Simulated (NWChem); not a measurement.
# C2H2F4 (norflurane) at r2SCAN/6-31G(d,p) (spherical functions)

Aim: the electronic atomisation energy of C2H2F4 (norflurane) at r2SCAN/6-31G** (spherical functions), from 4 runs. 

The calculation is run with NWChem 7.3.0.

**1. Starting point**

The species is C2H2F4 (8 atoms), meant as a singlet with charge 0. As SMILES, `FCC(F)(F)F`. The shape is that of a PBE0-D4/def2-TZVP optimisation.

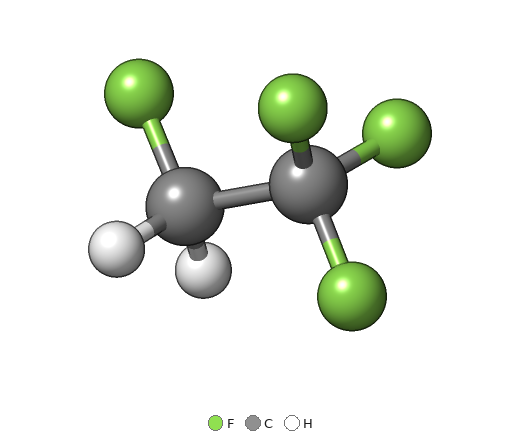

The structure, seen from a chosen angle (fluorine green, carbon grey, hydrogen white).

**2. A single-point energy at r2SCAN/6-31G(d,p) (spherical functions) (run 1)**

File struct.nw:

```
start struct
title "C2H2F4 r2SCAN"
memory stack 880 mb heap 220 mb global 1100 mb
charge 0

geometry units angstroms noautosym nocenter noautoz
  F       -0.224600      -1.506500       0.915200
  C       -0.211200      -0.737800      -0.211700
  C        0.211200       0.674300       0.135500
  F        1.434400       0.711300       0.662400
  F        0.217100       1.411800      -0.982100
  F       -0.624600       1.243600       1.002900
  H        0.502000      -1.148600      -0.930100
  H       -1.212300      -0.705100      -0.647900
end

basis spherical bse
  * library 6-31G**
end

dft
  xc r2scan
  mult 1
  grid fine
  convergence energy 1e-08
  maxiter 100
  mulliken
  noprint "final vectors analysis"
end

task dft energy
```

Command:

```console
nwchem struct.nw > struct.out
```

Output:

```text
[...]
          Wavefunction type:  closed shell.
          No. of atoms     :     8
          No. of electrons :    50
[...]
          Charge           :     0
          Spin multiplicity:     1
[...]
          AO basis - number of functions:    94
[...]
              XC Information
              --------------
                      r^2SCAN Method XC Functional
               r^2SCAN metaGGA Exchange Functional  1.000
                     r^2SCAN Correlation Potential  1.000
[...]
 d= 0,ls=0.0,diis     1   -476.3695741259 -7.49D+02  1.86D-02  1.89D+00     1.6
[...]
 d= 0,ls=0.0,diis    10   -476.5662557483 -4.37D-10  1.37D-07  6.89D-10    13.5
         Total DFT energy =     -476.566255748341
      One electron energy =    -1204.036499147156
           Coulomb energy =      507.778177961510
    Exchange-Corr. energy =      -53.347915326755
 Nuclear repulsion energy =      273.039980764060
[...]
      Total Density - Mulliken Population Analysis
     ---------------------------------------------
    Atom       Charge   Shell Charges
 -----------   ------   -------------------------------------------------------
    1 F    9     9.32   2.00  0.94  3.30  1.04  2.04  0.02
    2 C    6     5.96   2.00  0.69  2.02  0.51  0.67  0.07
    3 C    6     5.10   2.00  0.72  1.81  0.09  0.32  0.16
    4 F    9     9.29   2.00  0.94  3.30  1.03  2.00  0.02
    5 F    9     9.30   2.00  0.94  3.30  1.04  2.01  0.02
    6 F    9     9.29   2.00  0.94  3.30  1.03  2.00  0.02
    7 H    1     0.86   0.54  0.31  0.01
    8 H    1     0.86   0.54  0.31  0.01
[...]
```

Wall time 14 s (1 thread of Intel Xeon 6975P-C (Granite Rapids), shared host); peak memory 0.11 GiB.

**3. The C atom (run 2)**

File sp.nw:

```
start sp
memory stack 880 mb heap 220 mb global 1100 mb
charge 0

geometry units angstrom noautosym nocenter noautoz
   C        0.000000       0.000000       0.000000
end

basis spherical bse
   C library 6-31G**
end

dft
   xc r2scan
   mult 3
   grid fine
   convergence energy 1e-08
   maxiter 100
   mulliken
   noprint "final vectors analysis"
end

task dft energy
```

Run the same way, it converges to -37.81919 Eh (log not shown).

Run 3 isn't shown in full; the table further down has it.

**4. The H atom (run 4)**

File nw.nw:

```
start nw
memory stack 880 mb heap 220 mb global 1100 mb
geometry noautosym nocenter noautoz
   H      0.000000     0.000000     0.000000
end
basis spherical bse
   H library 6-31G**
end
dft
   xc r2scan
   mult 2
   grid fine
   convergence energy 1e-08
   iterations 100
   mulliken
   noprint "final vectors analysis"
end
task dft
```

Run the same way, it converges to -0.49823 Eh (log not shown).

**5. Overview of the runs**

```
run                                   level  partner  energy (Eh)  wall time
  1    r2SCAN/6-31G** (spherical functions)     base  -476.566256       14 s
  2  U-r2SCAN/6-31G** (spherical functions)    atoms   -37.819191     0.72 s
  3  U-r2SCAN/6-31G** (spherical functions)    atoms   -99.673591      1.1 s
  4  U-r2SCAN/6-31G** (spherical functions)    atoms    -0.498227     0.66 s
```

**6. Summary of results**

At r2SCAN/6-31G** (spherical functions):

```
                     quantity        value
         H atom: total energy  -0.49823 Eh
                 H atom: ⟨S²⟩        0.750
electronic atomisation energy    33.662 eV
```

In words: Taking the molecule apart into free atoms costs 33.66 eV (776 kcal/mol), before zero-point energy and without spin-orbit coupling. All runs together took 17 s, the longest 14 s.
